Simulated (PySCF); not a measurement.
```json
{"atom": "C", "x (Å)": "-2.1487", "y (Å)": "-2.0833", "z (Å)": "0.3856"}
{"atom": "C", "x (Å)": "-1.9724", "y (Å)": "-0.6069", "z (Å)": "0.7100"}
{"atom": "Si", "x (Å)": "-0.6502", "y (Å)": "0.2176", "z (Å)": "-0.4054"}
{"atom": "N", "x (Å)": "-0.6621", "y (Å)": "1.9035", "z (Å)": "0.0730"}
{"atom": "Si", "x (Å)": "0.3113", "y (Å)": "3.1929", "z (Å)": "-0.5255"}
{"atom": "B", "x (Å)": "1.1493", "y (Å)": "-0.5340", "z (Å)": "-0.1471"}
{"atom": "C", "x (Å)": "1.9815", "y (Å)": "-0.1368", "z (Å)": "1.1292"}
{"atom": "C", "x (Å)": "1.7746", "y (Å)": "-1.5358", "z (Å)": "-1.1888"}
{"atom": "H", "x (Å)": "-2.9086", "y (Å)": "-2.5408", "z (Å)": "1.0185"}
{"atom": "H", "x (Å)": "-1.2147", "y (Å)": "-2.6225", "z (Å)": "0.5308"}
{"atom": "H", "x (Å)": "-2.4513", "y (Å)": "-2.2085", "z (Å)": "-0.6513"}
{"atom": "H", "x (Å)": "-1.6925", "y (Å)": "-0.5045", "z (Å)": "1.7598"}
{"atom": "H", "x (Å)": "-2.9332", "y (Å)": "-0.1034", "z (Å)": "0.5959"}
{"atom": "H", "x (Å)": "-1.2171", "y (Å)": "0.1435", "z (Å)": "-1.7807"}
{"atom": "H", "x (Å)": "-1.4965", "y (Å)": "2.2030", "z (Å)": "0.5518"}
{"atom": "H", "x (Å)": "1.5869", "y (Å)": "2.5930", "z (Å)": "-0.9161"}
{"atom": "H", "x (Å)": "-0.2827", "y (Å)": "3.8688", "z (Å)": "-1.6863"}
{"atom": "H", "x (Å)": "0.4743", "y (Å)": "4.1548", "z (Å)": "0.5690"}
{"atom": "H", "x (Å)": "1.5199", "y (Å)": "-0.5906", "z (Å)": "2.0084"}
{"atom": "H", "x (Å)": "1.9494", "y (Å)": "0.9371", "z (Å)": "1.3095"}
{"atom": "H", "x (Å)": "3.0240", "y (Å)": "-0.4515", "z (Å)": "1.1181"}
{"atom": "H", "x (Å)": "1.0417", "y (Å)": "-2.1487", "z (Å)": "-1.7101"}
{"atom": "H", "x (Å)": "2.5425", "y (Å)": "-2.1917", "z (Å)": "-0.7813"}
{"atom": "H", "x (Å)": "2.2629", "y (Å)": "-0.9354", "z (Å)": "-1.9597"}
```

Geometry: GFN2-xTB.

The calculation used PBE0/pcSseg-1, SCF density, gas phase, non-relativistic (PySCF).

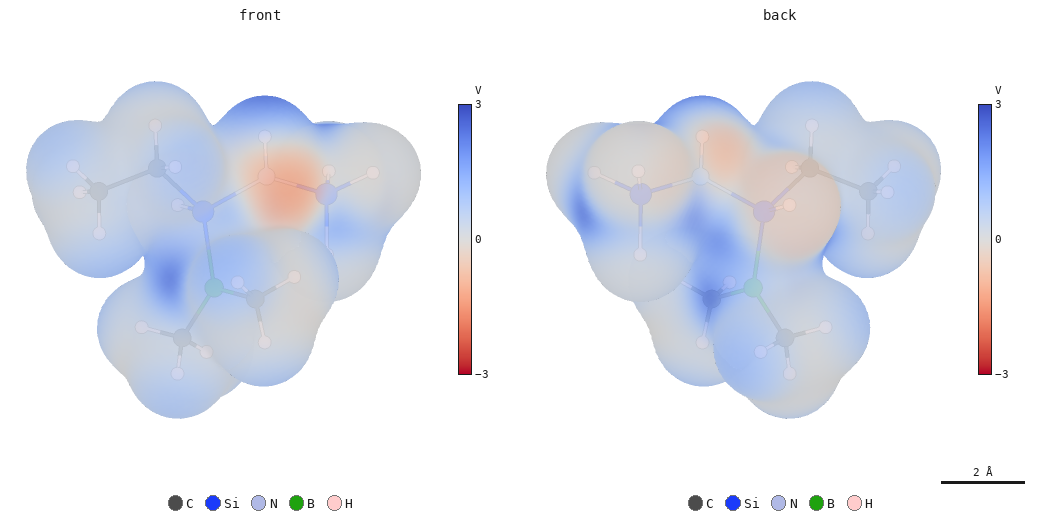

C₄H₁₆BNSi₂. The molecular electrostatic potential painted on the density surface at 0.004 e/bohr³, seen from the front and from behind; red is negative and blue positive.

### Which sites attract a positive test charge, and which a negative one?

A positive charge is drawn to the negative regions and a negative charge to the positive ones. The most negative region (about −1.1 V) lies over N4, the most positive (about +2.0 V) over Si5, B6 and H15. N4 is the likeliest acceptor of a hydrogen bond.
